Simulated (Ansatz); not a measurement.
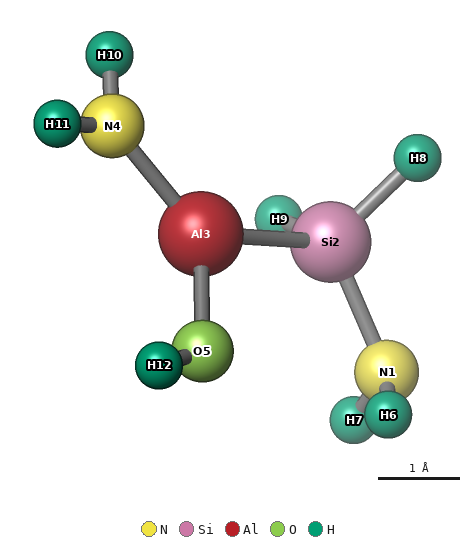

The input geometry (ball-and-stick view, seen at a tilt; atoms are numbered from 1 in the order of the input). Sticks mark near contacts. Bond lengths as drawn: Al–N 1.79 Å, Al–O 1.73 Å, Al–Si 2.45 Å, H–N 1.02 to 1.03 Å, H–O 0.97 Å, H–Si 1.51 Å and N–Si 1.77 Å.

## Frequency calculation, with input and output: AlSiN2H7O

- system: AlSiN2H7O
- method: RKS PBE-D4/def2-SVP (Ansatz 0.2.0)

It belongs to a series of runs on one base structure; here: vibrations at the highest image of the band. Figures and captions count atoms from 1; the log counts them from 0 in places.

What the program printed:
```
Engine: ansatz 0.2.0, x86_64-unknown-linux-gnu
Functional definition: PBE
  parameter kappa = 0.804
  parameter beta = 0.06672455060314922
  exchange = pbe_x(kappa = kappa, mu = beta*pi^2/3)
  correlation = pbe_c(beta = beta)
1282 factors; their error is unknown
mean field evaluation 1: about -19575.2054 eV, gradient 1.0e2 eV
mean field evaluation 2: about -19451.7356 eV, gradient 2.2e2 eV
mean field evaluation 4: about -19595.1900 eV, gradient 2.2e1 eV
mean field evaluation 8: about -19596.2851 eV, gradient 3.1e-1 eV
mean field evaluation 16: about -19596.2110 eV, gradient 1.4e-3 eV
mean field -19596.21103749 eV, -720.1474728390 hartree, gradient 4.0e-5 eV, S^2 0.000000; 0 other end points of the search recorded, 0 dependent functions left out
the calculation of the forces begins
reference -19596.21108251 eV, -720.1474744935 hartree; 28, 28 occupied and 85, 85 virtual orbitals, 1282 factors
these checks for a lower state are left out or cut short: stability, starts, cluster_reference, orbital_swaps, neighbouring_geometries, increment
1282 factors; their error is unknown
mean field -19596.21083283 eV, -720.1474653178 hartree, gradient 2.2e-6 eV, S^2 0.000000; 0 other end points of the search recorded, 0 dependent functions left out
[... from here on the field's lines of each further geometry are left out, up to the last ...]
the calculation of the forces begins
reference -19596.21098440 eV, -720.1474708877 hartree; 28, 28 occupied and 85, 85 virtual orbitals, 1282 factors
these checks for a lower state are left out or cut short: stability, starts, cluster_reference, orbital_swaps, neighbouring_geometries, increment
1282 factors; their error is unknown
mean field evaluation 448: about -19596.2109 eV, gradient 4.0e-5 eV
mean field -19596.21094728 eV, -720.1474695238 hartree, gradient 2.1e-6 eV, S^2 0.000000; 0 other end points of the search recorded, 0 dependent functions left out
the calculation of the forces begins
reference -19596.21099232 eV, -720.1474711788 hartree; 28, 28 occupied and 85, 85 virtual orbitals, 1282 factors
WARN: phonons: modes at or below zero, which the zero-point energy, F, S and C_V leave out: 1, the lowest at -102.72 cm⁻¹. A minimum has none, and a first-order saddle one
Total energy: -19596.44305099 eV, -720.1559991776 hartree
Atom 0 at    -2.029405     0.694534     1.390435 Å, force    -0.002336    -0.004715    -0.011310 eV/Å
Atom 1 at    -0.726129    -0.494148     1.266249 Å, force    -0.003682     0.005317    -0.001863 eV/Å
Atom 2 at     0.732163     0.050440    -0.629049 Å, force    -0.001317     0.000720     0.002595 eV/Å
Atom 3 at     2.073625    -0.932980    -1.288790 Å, force     0.001655    -0.000278    -0.003174 eV/Å
Atom 4 at     0.311192     1.577181    -1.326220 Å, force     0.003579    -0.002635    -0.000518 eV/Å
Atom 5 at    -1.812786     1.623276     1.014152 Å, force     0.003797    -0.001732     0.004051 eV/Å
Atom 6 at    -2.926352     0.392030     0.999063 Å, force     0.001725    -0.001507     0.005054 eV/Å
Atom 7 at     0.050552    -0.582156     2.562658 Å, force    -0.000225     0.002390     0.001087 eV/Å
Atom 8 at    -1.384304    -1.846293     1.106916 Å, force     0.001017     0.000243     0.001803 eV/Å
Atom 9 at     2.360953    -1.833726    -0.898200 Å, force    -0.003003    -0.000218     0.000977 eV/Å
Atom 10 at     2.667577    -0.705306    -2.089986 Å, force    -0.001138     0.001046    -0.000419 eV/Å
Atom 11 at     0.759913     2.001849    -2.073230 Å, force    -0.000071     0.001369     0.001717 eV/Å
Dipole moment:     0.273087    -0.015259    -0.530256 e Å
Vibrations: -102.72 34.69 71.49 161.81 180.66 225.95 263.27 343.76 361.00 364.40 431.98 480.77 536.46 614.62 650.52 752.96 796.62 813.75 863.90 894.78 924.12 1475.57 1508.30 2101.51 2123.65 3468.42 3491.63 3558.57 3582.19 3811.82 cm⁻¹, zero-point energy 2.162852 eV
```

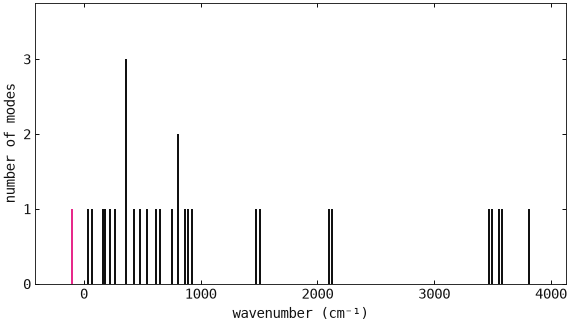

Harmonic vibrational wavenumbers from the force constants; neighbouring modes closer than 18 cm⁻¹ are counted in one stick, and imaginary ones are drawn at negative wavenumbers. 30 modes from 103i to 3812 cm⁻¹, 1 imaginary beyond 8i (103i cm⁻¹): a first-order saddle point, if the geometry is stationary.

The run was set up as follows.

The input:
```yaml
crystal:
  periodic: [false, false, false]
  atoms:
    - { symbol: "N", position_ang: [-2.029405, 0.694534, 1.390435] }
    - { symbol: Si, position_ang: [-0.726129, -0.494148, 1.266249] }
    - { symbol: Al, position_ang: [0.732163, 0.05044, -0.629049] }
    - { symbol: "N", position_ang: [2.073625, -0.93298, -1.28879] }
    - { symbol: O, position_ang: [0.311192, 1.577181, -1.32622] }
    - { symbol: H, position_ang: [-1.812786, 1.623276, 1.014152] }
    - { symbol: H, position_ang: [-2.926352, 0.39203, 0.999063] }
    - { symbol: H, position_ang: [0.050552, -0.582156, 2.562658] }
    - { symbol: H, position_ang: [-1.384304, -1.846293, 1.106916] }
    - { symbol: H, position_ang: [2.360953, -1.833726, -0.8982] }
    - { symbol: H, position_ang: [2.667577, -0.705306, -2.089986] }
    - { symbol: H, position_ang: [0.759913, 2.001849, -2.07323] }
basis:
  gaussian: { orbitals: def2-SVP }
hamiltonian:
  xc: pbe
  dispersion: d4
phonons: {}
```

Launch command:
```bash
ansatz run input.yaml --threads 2 --pin off --max-ram 3072MiB --backend cpu --events-out ev --progress --plain --runs-dir out
```

Summary:

| quantity | value |
| --- | --- |
| outcome | converged |
| total energy | −19596.4431 eV |
| mean-field energy | −19596.2111 eV |
| largest force (length of the vector) | 0.012 eV/Å |
| hardware | 2 threads of Intel Xeon (Granite Rapids), 16 GiB of memory available, shared host |
| wall time | 68 s (CPU time 2.1 min) |
| peak memory | 0.17 GiB |
